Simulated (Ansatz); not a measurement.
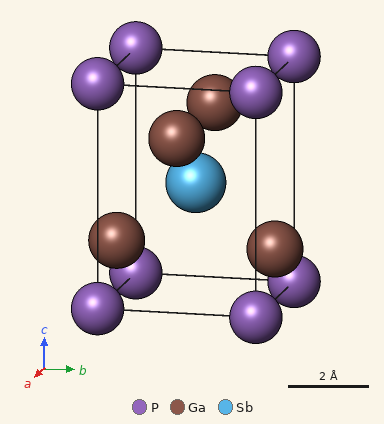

Drawn in the spheres-only manner and seen slightly off an axis. One conventional unit cell is framed, with atoms on its boundary repeated.

Ga$_{2}$SbP, space group P-4m2 (No. 115), a = 4.093 Å, b = 4.093 Å, c = 5.803 Å, α = 90.00°, β = 90.00°, γ = 90.00°. Starting structure: a structure type filled with these elements by a generator (whether the compound takes this form wasn't checked). Earlier steps of the study may have refined or changed the cell and positions. It went into a calculation with Ansatz.

This one geometry was computed with Ansatz (DFT, plane waves, PAW) at three levels of theory: r2SCAN, HSE06 and PBE. It was relaxed beforehand with r2SCAN.

Which level gives the highest pressure at this volume, and what does that say about its equilibrium volume?

Highest: PBE (2.1 GPa), which points to the largest equilibrium volume. Lowest, with the smallest volume: r2SCAN (0.0 GPa) and HSE06 (0.4 GPa). Levels within 0.5 GPa of each other can't be told apart.

How does the band gap change with the level of theory?

PBE: a gap of 0.14 eV, direct; r2SCAN: a gap of 0.49 eV, direct; HSE06: a gap of 0.86 eV, direct.

Collect the results in a table.

| level | cutoff (eV) | k-mesh of the run's cell | gap (eV) | pressure (GPa) |
| --- | --- | --- | --- | --- |
| r2SCAN | 500 | 6×6×4 | 0.49 | 0.0 |
| HSE06 | 420 | 4×4×4 | 0.86 | 0.4 |
| PBE | 420 | 6×6×4 | 0.14 | 2.1 |

Gaps are taken on the k-mesh or band path of each run.
